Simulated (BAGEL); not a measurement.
**A workflow on C2H5ClSi (SMILES ClC1C[SiH2]1)**

We compute a single-point energy (HF/def2-SV(P)), then the energy (NEVPT2(2,2)/def2-SV(P)), then the energy (CASPT2(2,2)/def2-SV(P)) of C2H5ClSi. 

The calculation is run with BAGEL 1.2.2.

1 further run of the same task is left out (set aside as unsound or not needed).

## Step 1: The system as given

C2H5ClSi has 9 atoms, charge 0, and is taken as a singlet. SMILES: `ClC1C[SiH2]1`. The Cl1–C2 distance was set to 3.345 Å, away from the relaxed value. At this shape a bond of the SMILES string is far longer than usual.

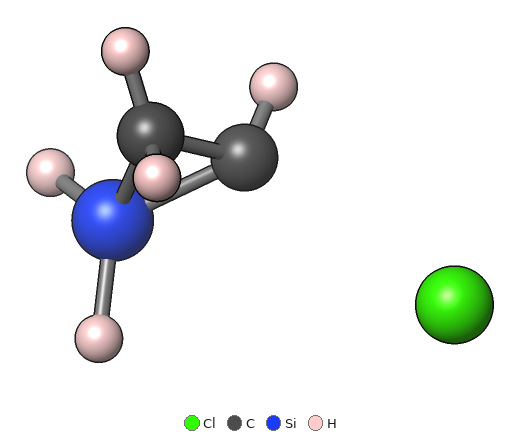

Viewed from a chosen angle; chlorine green, carbon dark grey, silicon blue, hydrogen pink.

## Step 2: The energy at HF/def2-SV(P) (density fitting with svp-jkfit) (run 1)

File job.json:

```json
{ "bagel": [

{
  "title": "molecule",
  "basis": "def2-sv_p_.json",
  "df_basis": "svp-jkfit",
  "angstrom": false,
  "geometry": [
    { "atom": "Cl", "xyz": [    -1.43815150,    -2.13099880,    -6.92061737 ] },
    { "atom": "C", "xyz": [    -0.83639278,     0.70581271,    -1.30372205 ] },
    { "atom": "C", "xyz": [     1.75820119,     0.57655544,    -0.02702308 ] },
    { "atom": "Si", "xyz": [    -0.78896066,    -1.08678149,     1.70812344 ] },
    { "atom": "H", "xyz": [    -1.69999762,     2.56360246,    -1.35020932 ] },
    { "atom": "H", "xyz": [     3.13562256,    -0.60905873,    -0.97925608 ] },
    { "atom": "H", "xyz": [     2.54300445,     2.36007896,     0.61246024 ] },
    { "atom": "H", "xyz": [    -0.85566799,    -3.87034808,     1.58491330 ] },
    { "atom": "H", "xyz": [    -1.93489058,     0.06009329,     3.98221986 ] }
  ]
},

{
  "title": "hf"
},

{
  "title": "print",
  "file": "orbitals.molden",
  "orbitals": true
}

]}
```

The basis set def2-SV(P) is read from a file made from the Basis Set Exchange's data (not shown).

The run is started by

```
$ BAGEL_NUM_THREADS=1 BAGEL job.json > job.out
```

What it wrote:

```text
* using 1 threads per process

  ===============================================================
  ===============================================================

  *** Geometry ***

  { "atom" : "Cl", "xyz" : [     -1.438152,     -2.130999,     -6.920617 ] },
  { "atom" : "C", "xyz" : [     -0.836393,      0.705813,     -1.303722 ] },
  { "atom" : "C", "xyz" : [      1.758201,      0.576555,     -0.027023 ] },
  { "atom" : "Si", "xyz" : [     -0.788961,     -1.086781,      1.708123 ] },
  { "atom" : "H", "xyz" : [     -1.699998,      2.563602,     -1.350209 ] },
  { "atom" : "H", "xyz" : [      3.135623,     -0.609059,     -0.979256 ] },
  { "atom" : "H", "xyz" : [      2.543004,      2.360079,      0.612460 ] },
  { "atom" : "H", "xyz" : [     -0.855668,     -3.870348,      1.584913 ] },
  { "atom" : "H", "xyz" : [     -1.934891,      0.060093,      3.982220 ] },

  Number of auxiliary basis functions:      496

  Since a DF basis is specified, we compute 2- and 3-index integrals:
    o Being stored without compression. Storage requirement is 0.022 GB

  Number of basis functions:       74
  Number of electrons      :       48

    * METHOD: MOLECULE                             0.22

  *** RHF ***

  === Nuclear Repulsion ===
   164.2654872452

      * DIIS with orbital gradients will be used.

  === RHF iteration (def2-sv_p_.json) ===
      0       -826.37966517          0.01279399           0.06
      1       -826.50867348          0.00635686           0.06
      2       -826.53902646          0.00259450           0.06
      3       -826.54476546          0.00125444           0.06
      4       -826.54607016          0.00044017           0.06
      5       -826.54655090          0.00019564           0.06
      6       -826.54666248          0.00009419           0.06
      7       -826.54668448          0.00004553           0.06
      8       -826.54668880          0.00001506           0.06
      9       -826.54668934          0.00000587           0.06
     10       -826.54668942          0.00000413           0.06
     11       -826.54668945          0.00000181           0.06
     12       -826.54668946          0.00000095           0.06
     13       -826.54668947          0.00000059           0.06
     14       -826.54668947          0.00000035           0.06
     15       -826.54668947          0.00000019           0.06
     16       -826.54668947          0.00000011           0.06
     17       -826.54668947          0.00000006           0.06
     18       -826.54668947          0.00000003           0.06
     19       -826.54668947          0.00000002           0.06
     20       -826.54668947          0.00000001           0.06
    * SCF iteration converged.

    * Permanent dipole moment:
           (   -0.696882,    -1.218251,    -4.127427) a.u.

    * METHOD: HF                                   1.40

    * METHOD: PRINT                                0.01

  ===============================================================
```

Wall time 1.8 s (1 thread of Arm Neoverse V1, shared host); peak memory 0.15 GiB.

## Step 3: The energy at NEVPT2(2,2)/def2-SV(P) (density fitting with svp-jkfit) (run 2)

File calc.json:

```json
{ "bagel" : [

{
  "title" : "molecule",
  "basis" : "def2-sv_p_.json",
  "df_basis" : "svp-jkfit",
  "angstrom" : false,
  "geometry" : [
    { "atom" : "Cl", "xyz" : [ -1.43815150, -2.13099880, -6.92061737 ] },
    { "atom" : "C", "xyz" : [ -0.83639278,  0.70581271, -1.30372205 ] },
    { "atom" : "C", "xyz" : [  1.75820119,  0.57655544, -0.02702308 ] },
    { "atom" : "Si", "xyz" : [ -0.78896066, -1.08678149,  1.70812344 ] },
    { "atom" : "H", "xyz" : [ -1.69999762,  2.56360246, -1.35020932 ] },
    { "atom" : "H", "xyz" : [  3.13562256, -0.60905873, -0.97925608 ] },
    { "atom" : "H", "xyz" : [  2.54300445,  2.36007896,  0.61246024 ] },
    { "atom" : "H", "xyz" : [ -0.85566799, -3.87034808,  1.58491330 ] },
    { "atom" : "H", "xyz" : [ -1.93489058,  0.06009329,  3.98221986 ] }
  ]
},
{ "title" : "hf" },
{ "title" : "casscf", "nstate" : 1, "nact" : 2, "nclosed" : 23, "active" : [24, 25], "maxiter" : 200, "natocc" : true },
{ "title" : "nevpt2", "nstate" : 1, "nact" : 2, "nclosed" : 23, "active" : [24, 25], "maxiter" : 200, "natocc" : true, "ncore" : 12 },
{ "title" : "print", "file" : "orbitals.molden", "orbitals" : true }

]}
```

The basis set def2-SV(P) is read from a file made from the Basis Set Exchange's data (not shown).

The run is started by

```
$ BAGEL_NUM_THREADS=1 BAGEL calc.json > calc.out
```

What it wrote:

```text
* using 1 threads per process

  ===============================================================
  ===============================================================

  *** Geometry ***

  { "atom" : "Cl", "xyz" : [     -1.438152,     -2.130999,     -6.920617 ] },
  { "atom" : "C", "xyz" : [     -0.836393,      0.705813,     -1.303722 ] },
  { "atom" : "C", "xyz" : [      1.758201,      0.576555,     -0.027023 ] },
  { "atom" : "Si", "xyz" : [     -0.788961,     -1.086781,      1.708123 ] },
  { "atom" : "H", "xyz" : [     -1.699998,      2.563602,     -1.350209 ] },
  { "atom" : "H", "xyz" : [      3.135623,     -0.609059,     -0.979256 ] },
  { "atom" : "H", "xyz" : [      2.543004,      2.360079,      0.612460 ] },
  { "atom" : "H", "xyz" : [     -0.855668,     -3.870348,      1.584913 ] },
  { "atom" : "H", "xyz" : [     -1.934891,      0.060093,      3.982220 ] },

  Number of auxiliary basis functions:      496

  Since a DF basis is specified, we compute 2- and 3-index integrals:
    o Being stored without compression. Storage requirement is 0.022 GB

  Number of basis functions:       74
  Number of electrons      :       48

    * METHOD: MOLECULE                             0.22

  *** RHF ***

  === Nuclear Repulsion ===
   164.2654872452

      * DIIS with orbital gradients will be used.

  === RHF iteration (def2-sv_p_.json) ===
      0       -826.37966517          0.01279399           0.06
      1       -826.50867348          0.00635686           0.06
      2       -826.53902646          0.00259450           0.06
      3       -826.54476546          0.00125444           0.06
      4       -826.54607016          0.00044017           0.06
      5       -826.54655090          0.00019564           0.06
      6       -826.54666248          0.00009419           0.06
      7       -826.54668448          0.00004553           0.06
      8       -826.54668880          0.00001506           0.06
      9       -826.54668934          0.00000587           0.06
     10       -826.54668942          0.00000413           0.06
     11       -826.54668945          0.00000181           0.06
     12       -826.54668946          0.00000095           0.06
     13       -826.54668947          0.00000059           0.06
     14       -826.54668947          0.00000035           0.06
     15       -826.54668947          0.00000019           0.06
     16       -826.54668947          0.00000011           0.06
     17       -826.54668947          0.00000006           0.06
     18       -826.54668947          0.00000003           0.06
     19       -826.54668947          0.00000002           0.06
     20       -826.54668947          0.00000001           0.06
    * SCF iteration converged.

    * Permanent dipole moment:
           (   -0.696882,    -1.218251,    -4.127427) a.u.

    * METHOD: HF                                   1.37

  ---------------------------
      CASSCF calculation
  ---------------------------

    ==== Active orbitals : =====
         Orbital 24
         Orbital 25
    ============================

    * nstate   :      1
    * nclosed  :     23
    * nact     :      2
    * nvirt    :     49
  === CASSCF iteration (def2-sv_p_.json) ===

    * Using the second-order algorithm

      0  0      -826.58500090     1.14e-02      0.02

      1  0      -826.61849904     2.72e-03      0.36

      2  0      -826.62250102     9.38e-04      0.38

      3  0      -826.62279650     2.63e-04      0.46

      4  0      -826.62281809     6.94e-05      0.45

      5  0      -826.62281961     1.82e-05      0.46

      6  0      -826.62281971     4.78e-06      0.45

      7  0      -826.62281972     1.25e-06      0.46

      8  0      -826.62281972     3.29e-07      0.43

      9  0      -826.62281972     8.62e-08      0.38

     10  0      -826.62281972     2.26e-08      0.33

     11  0      -826.62281972     5.93e-09      0.32

    * Second-order optimization converged. *

     guess   0:   closed 1.                   open ..

  === FCI iteration ===

      0  0      -826.50450861     9.62e-02      0.00
      1  0      -826.60143095     3.45e-02      0.00
      2  0 *    -826.62281972     4.59e-16      0.00

     * ci vector, state   0, <S^2> = 0.0000
       2.     0.8307299917
       .2    -0.5566755616

    * METHOD: CASSCF                               4.66

    * freezing 12 orbitals

  === DF-NEVPT2 calculation ===

    * 3-index integral transformation done
    * assembly done

      NEVPT2 correlation energy:   -0.4347798922      0.11

          (+0)     -0.3387691194
          (+0)'    -0.0172063305
          (+1)     -0.0217139100
          (+1)'    -0.0000000000
          (+2)     -0.0002792610
          (-1)     -0.0563924238
          (-1)'     0.0000000000
          (-2)     -0.0004188474

      NEVPT2 total energy:       -827.0575996099

    * METHOD: NEVPT2                               0.22

    * METHOD: PRINT                                0.01

  ===============================================================
```

Wall time 6.6 s (1 thread of Arm Neoverse V1, shared host); peak memory 0.15 GiB.

## Step 4: The energy at CASPT2(2,2)/def2-SV(P) (density fitting with svp-jkfit) (run 3)

File calc.json:

```json
{ "bagel" : [

{
  "title" : "molecule",
  "basis" : "def2-sv_p_.json",
  "df_basis" : "svp-jkfit",
  "geometry" : [
    { "atom" : "Cl", "xyz" : [    -1.43815150,    -2.13099880,    -6.92061737 ] },
    { "atom" : "C", "xyz" : [    -0.83639278,     0.70581271,    -1.30372205 ] },
    { "atom" : "C", "xyz" : [     1.75820119,     0.57655544,    -0.02702308 ] },
    { "atom" : "Si", "xyz" : [    -0.78896066,    -1.08678149,     1.70812344 ] },
    { "atom" : "H", "xyz" : [    -1.69999762,     2.56360246,    -1.35020932 ] },
    { "atom" : "H", "xyz" : [     3.13562256,    -0.60905873,    -0.97925608 ] },
    { "atom" : "H", "xyz" : [     2.54300445,     2.36007896,     0.61246024 ] },
    { "atom" : "H", "xyz" : [    -0.85566799,    -3.87034808,     1.58491330 ] },
    { "atom" : "H", "xyz" : [    -1.93489058,     0.06009329,     3.98221986 ] }
  ]
},

{ "title" : "hf" },

{ "title" : "casscf", "nstate" : 1, "nact" : 2, "nclosed" : 23, "active" : [24, 25], "maxiter" : 200, "natocc" : "true" },

{ "title" : "print", "file" : "orbitals.molden", "orbitals" : "true" },

{ "title" : "smith", "method" : "caspt2", "ms" : "true", "xms" : "true", "sssr" : "true", "shift" : 0.2, "shift_imag" : "true", "ncore" : 12 }

]}
```

The basis set def2-SV(P) is read from a file made from the Basis Set Exchange's data (not shown).

The run is started by

```
$ BAGEL_NUM_THREADS=1 BAGEL calc.json > calc.out
```

What it wrote:

```text
* using 1 threads per process

  ===============================================================
  ===============================================================

  *** Geometry ***

  { "atom" : "Cl", "xyz" : [     -1.438152,     -2.130999,     -6.920617 ] },
  { "atom" : "C", "xyz" : [     -0.836393,      0.705813,     -1.303722 ] },
  { "atom" : "C", "xyz" : [      1.758201,      0.576555,     -0.027023 ] },
  { "atom" : "Si", "xyz" : [     -0.788961,     -1.086781,      1.708123 ] },
  { "atom" : "H", "xyz" : [     -1.699998,      2.563602,     -1.350209 ] },
  { "atom" : "H", "xyz" : [      3.135623,     -0.609059,     -0.979256 ] },
  { "atom" : "H", "xyz" : [      2.543004,      2.360079,      0.612460 ] },
  { "atom" : "H", "xyz" : [     -0.855668,     -3.870348,      1.584913 ] },
  { "atom" : "H", "xyz" : [     -1.934891,      0.060093,      3.982220 ] },

  Number of auxiliary basis functions:      496

  Since a DF basis is specified, we compute 2- and 3-index integrals:
    o Being stored without compression. Storage requirement is 0.022 GB

  Number of basis functions:       74
  Number of electrons      :       48

    * METHOD: MOLECULE                             0.22

  *** RHF ***

  === Nuclear Repulsion ===
   164.2654872452

      * DIIS with orbital gradients will be used.

  === RHF iteration (def2-sv_p_.json) ===
      0       -826.37966517          0.01279399           0.06
      1       -826.50867348          0.00635686           0.06
      2       -826.53902646          0.00259450           0.06
      3       -826.54476546          0.00125444           0.06
      4       -826.54607016          0.00044017           0.06
      5       -826.54655090          0.00019564           0.06
      6       -826.54666248          0.00009419           0.06
      7       -826.54668448          0.00004553           0.06
      8       -826.54668880          0.00001506           0.06
      9       -826.54668934          0.00000587           0.06
     10       -826.54668942          0.00000413           0.06
     11       -826.54668945          0.00000181           0.06
     12       -826.54668946          0.00000095           0.06
     13       -826.54668947          0.00000059           0.06
     14       -826.54668947          0.00000035           0.06
     15       -826.54668947          0.00000019           0.06
     16       -826.54668947          0.00000011           0.06
     17       -826.54668947          0.00000006           0.06
     18       -826.54668947          0.00000003           0.06
     19       -826.54668947          0.00000002           0.06
     20       -826.54668947          0.00000001           0.06
    * SCF iteration converged.

    * Permanent dipole moment:
           (   -0.696882,    -1.218251,    -4.127427) a.u.

    * METHOD: HF                                   1.37

  ---------------------------
      CASSCF calculation
  ---------------------------

    ==== Active orbitals : =====
         Orbital 24
         Orbital 25
    ============================

    * nstate   :      1
    * nclosed  :     23
    * nact     :      2
    * nvirt    :     49
  === CASSCF iteration (def2-sv_p_.json) ===

    * Using the second-order algorithm

      0  0      -826.58500090     1.14e-02      0.02

      1  0      -826.61849904     2.72e-03      0.36

      2  0      -826.62250102     9.38e-04      0.38

      3  0      -826.62279650     2.63e-04      0.46

      4  0      -826.62281809     6.94e-05      0.45

      5  0      -826.62281961     1.82e-05      0.46

      6  0      -826.62281971     4.78e-06      0.45

      7  0      -826.62281972     1.25e-06      0.46

      8  0      -826.62281972     3.29e-07      0.43

      9  0      -826.62281972     8.62e-08      0.37

     10  0      -826.62281972     2.26e-08      0.31

     11  0      -826.62281972     5.93e-09      0.31

    * Second-order optimization converged. *

     guess   0:   closed 1.                   open ..

  === FCI iteration ===

      0  0      -826.50450861     9.62e-02      0.00
      1  0      -826.60143095     3.45e-02      0.00
      2  0 *    -826.62281972     4.59e-16      0.00

     * ci vector, state   0, <S^2> = 0.0000
       2.     0.8307299917
       .2    -0.5566755616

    * METHOD: CASSCF                               4.59

    * METHOD: PRINT                                0.01

  === SMITH program ===

    * freezing 12 orbitals

    * Approximate memory requirement for SMITH calulation per MPI process:
      o Storage requirement for T-amplitude, lambda, and residual is 0.01 GB
      o Storage requirement for MO integrals is 0.00 GB
    * Calculating and saving rdm4f

    * Zeroth order energy : state  0       -0.4618134830

    * CASPT2 iteration is performed using orthogonal basis

      -------------------------------------------  CASPT2 iteration  ---------------------------------------------------
       #      aibj      arbs      arbi      airj      risj      airs      arst      rist         Etot      error   time
      ------------------------------------------------------------------------------------------------------------------

       0  -0.33677  -0.00054  -0.06129  -0.02409  -0.00046  -0.01745   0.00000  -0.00000   -0.4406001  0.0006330   0.06
       1  -0.33680  -0.00054  -0.06133  -0.02411  -0.00047  -0.01755  -0.00000  -0.00000   -0.4408001  0.0000675   0.05
       2  -0.33680  -0.00054  -0.06133  -0.02411  -0.00047  -0.01755  -0.00000  -0.00000   -0.4408027  0.0000094   0.05
       3  -0.33680  -0.00054  -0.06133  -0.02411  -0.00047  -0.01755  -0.00000  -0.00000   -0.4408028  0.0000013   0.05
       4  -0.33680  -0.00054  -0.06133  -0.02411  -0.00047  -0.01755   0.00000   0.00000   -0.4408028  0.0000002   0.05

      ------------------------------------------------------------------------------------------------------------------

    * CASPT2 energy : state  0     -827.0669379770
        w/o shift correction       -827.0636225070
        reference weight              0.8509421483

    * METHOD: SMITH                                0.43

  ===============================================================
```

It took 6.9 s on 1 thread of Arm Neoverse V1, shared host; peak memory 0.15 GiB.

## Step 5: Results

| quantity | value |
| --- | --- |
| run 1, HF/def2-SV(P): total energy | -826.54669 Eh |
| run 1, HF/def2-SV(P): dipole moment | 11.08 D |
| run 1, HF/def2-SV(P): HOMO energy | -8.13 eV |
| run 1, HF/def2-SV(P): LUMO energy | -1.67 eV |
| run 1, HF/def2-SV(P): HOMO–LUMO gap | 6.46 eV |
| run 2, NEVPT2(2,2)/def2-SV(P): total energy | -827.05760 Eh |
| run 3, CASPT2(2,2)/def2-SV(P): total energy | -827.06694 Eh |

One bond (run 1, HF/def2-SV(P)) is far stretched, which a spin-restricted single reference describes badly; a broken-symmetry solution may lie lower.
